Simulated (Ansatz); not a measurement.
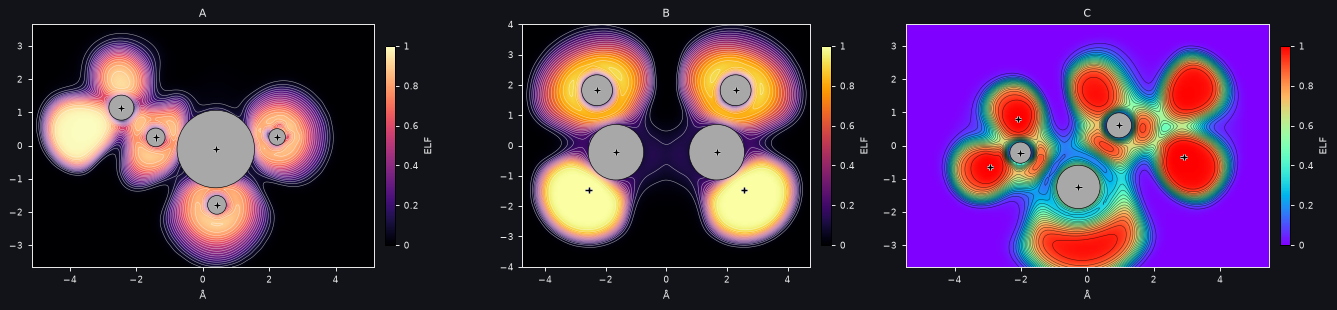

The electron localisation function of 3 systems, each on a plane through atoms (crosses mark nuclei in the plane; grey discs cover the cores).

Level of theory: Ansatz, isolated molecule in a Gaussian basis; Kohn-Sham density functional theory, functional PBE0.

System 1: Cl4Ga2H2 (SMILES [Cl][GaH-]1[Cl+][GaH-]([Cl])[Cl+]1), the plane of atoms Cl3, Ga6 and H8. Geometry: PBE0-D4/def2-SVP.

```xyz
8

Cl   -0.4914   -2.2030    1.9632
Cl    1.1013   -0.1972   -0.5691
Cl   -2.3131   -0.1891   -1.7155
Cl   -1.1541    1.2853    1.3594
Ga    0.5188   -0.3370    1.7101
Ga   -0.8064    1.1281   -0.9661
H     1.6501    0.2387    2.5905
H    -0.3967    2.5014   -1.5427
```

System 2: CH4ClFO3W (SMILES C[O][W](=[O])([OH])([F])[Cl]), the plane of atoms F3, W7 and O4. Geometry: PBE0-D4/def2-SVP; core potentials replace the inner electrons of W.

```yaml
atoms:
  - { symbol: C, position_ang: [0.3702, -1.9326, -0.1402] }
  - { symbol: Cl, position_ang: [1.3611, 0.6570, 1.9244] }
  - { symbol: F, position_ang: [0.2854, 2.8132, 0.4095] }
  - { symbol: O, position_ang: [-0.3571, -0.7718, 0.0986] }
  - { symbol: O, position_ang: [-1.8343, 1.2693, 1.1850] }
  - { symbol: O, position_ang: [-0.5469, 1.3371, -1.4633] }
  - { symbol: W, position_ang: [-0.3614, 1.0445, 0.3992] }
  - { symbol: H, position_ang: [1.2276, -1.9656, 0.5556] }
  - { symbol: H, position_ang: [0.7458, -1.9422, -1.1763] }
  - { symbol: H, position_ang: [-0.2725, -2.8098, 0.0252] }
  - { symbol: H, position_ang: [-0.5525, 2.2439, -1.7971] }
```

System 3: C3H9NSn (SMILES CC[CH2][Sn][NH2]), the plane of atoms Sn5, N4 and H14. Geometry: PBE0-D4/def2-SVP; core potentials replace the inner electrons of Sn.

```yaml
atoms:
  - { symbol: C, position_ang: [1.1056, 1.1626, 2.2774] }
  - { symbol: C, position_ang: [-0.1756, 1.3828, 1.4862] }
  - { symbol: C, position_ang: [-0.8645, 0.0806, 1.0965] }
  - { symbol: N, position_ang: [-0.5240, -2.9056, 0.4072] }
  - { symbol: Sn, position_ang: [0.3195, -1.1961, -0.2867] }
  - { symbol: H, position_ang: [0.9090, 0.5970, 3.2029] }
  - { symbol: H, position_ang: [1.8448, 0.5838, 1.6945] }
  - { symbol: H, position_ang: [1.5869, 2.1113, 2.5608] }
  - { symbol: H, position_ang: [-0.8571, 2.0201, 2.0798] }
  - { symbol: H, position_ang: [0.0558, 1.9722, 0.5798] }
  - { symbol: H, position_ang: [-1.1150, -0.5166, 1.9919] }
  - { symbol: H, position_ang: [-1.8200, 0.2800, 0.5771] }
  - { symbol: H, position_ang: [-0.3190, -3.8285, 0.0384] }
  - { symbol: H, position_ang: [-1.2127, -2.9558, 1.1527] }
```

Q: Match each panel to its system.

A: Panel A is system 2, CH4ClFO3W: the plane holds C, F, O and W. C–O (1.39 Å): the ELF peaks at about 0.85 between the atoms (a polar covalent bond). Panel B is system 1, Cl4Ga2H2: the plane holds Cl, Ga and H. Ga–Cl (2.14 Å): the ELF peaks at about 0.85 in the valence shell of Cl, 0.8 Å from its nucleus, and is about 0.55 at the midpoint. Panel C is system 3, C3H9NSn: the plane holds C, N, Sn and H. Sn–N (2.03 Å): the ELF peaks at about 0.90 in the valence shell of N, 0.6 Å from its nucleus, and drops to about 0.15 between the two atoms.
